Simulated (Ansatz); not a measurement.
# C₄H₂Cl₂Ti: basis-set convergence

How large a basis does C₄H₂Cl₂Ti need? Two functionals are run in growing sets.

Program: Ansatz 0.2.0, Gaussian basis. Level of theory: one geometry, several basis sets. These are calculated values, not measurements.

The runs, in order: PBE0-D4/def2-SVP; ωB97M-V/def2-SVP; PBE0-D4/def2-QZVPP; ωB97M-V/def2-QZVPP; the functionals' def2-TZVPP values are taken from earlier runs.

### 1 The relaxed structure

An earlier PBE0-D4 in a triple-zeta def2 set relaxation fixed the geometry.

SMILES `C#[C][Ti]([Cl])([Cl])[C]#C`, 9 atoms, charge 0, spin multiplicity 1.

Atoms are counted from 1 here; the program's logs count them from 0.

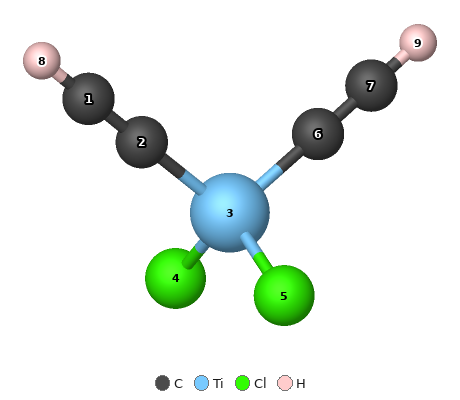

The structure; carbon dark grey, titanium blue, chlorine green, hydrogen pink; atoms are numbered from 1 in the order of the file.

### 2 PBE0-D4 in def2-SVP

Contents of in.yaml:

```yaml
crystal:
  periodic: [false, false, false]
  atoms:
    - {symbol: C, position_ang: [0.468434, -2.395744, 1.236529]}
    - {symbol: C, position_ang: [0.347624, -1.531062, 0.390525]}
    - {symbol: Ti, position_ang: [0.151832, -0.100806, -0.988744]}
    - {symbol: Cl, position_ang: [-1.419529, -0.657446, -2.372931]}
    - {symbol: Cl, position_ang: [2.066616, 0.227547, -1.948294]}
    - {symbol: C, position_ang: [-0.387288, 1.558124, -0.017317]}
    - {symbol: C, position_ang: [-0.713224, 2.562691, 0.584851]}
    - {symbol: H, position_ang: [0.573340, -3.152688, 1.981754]}
    - {symbol: H, position_ang: [-0.999304, 3.442986, 1.116424]}
basis:
  gaussian: {orbitals: def2-SVP}
hamiltonian: {xc: pbe0, dispersion: d4}
output: {orbitals: {seedname: orbitals}}
```

The run is started by

```sh
ansatz run in.yaml --threads 4 --pin off --events-out ev --progress --plain --max-ram 11315MiB
```

The runs that follow: ωB97M-V in def2-SVP; PBE0-D4 in def2-QZVPP; ωB97M-V in def2-QZVPP.

**Question.** What will the summary of the whole plan be? Wanted: PBE0-D4: double and triple zeta above quadruple; ωB97M-V: double and triple zeta above quadruple.

**Answer**, as computed:

| quantity | value |
| --- | --- |
| PBE0-D4: double and triple zeta above quadruple | 17.85, 1.39 eV |
| ωB97M-V: double and triple zeta above quadruple | 17.82, 1.29 eV |

In words: PBE0-D4 gains 16.46 eV from double to triple zeta, then 1.39 eV more. Total energies overstate the basis error of differences, where much of it tends to cancel.
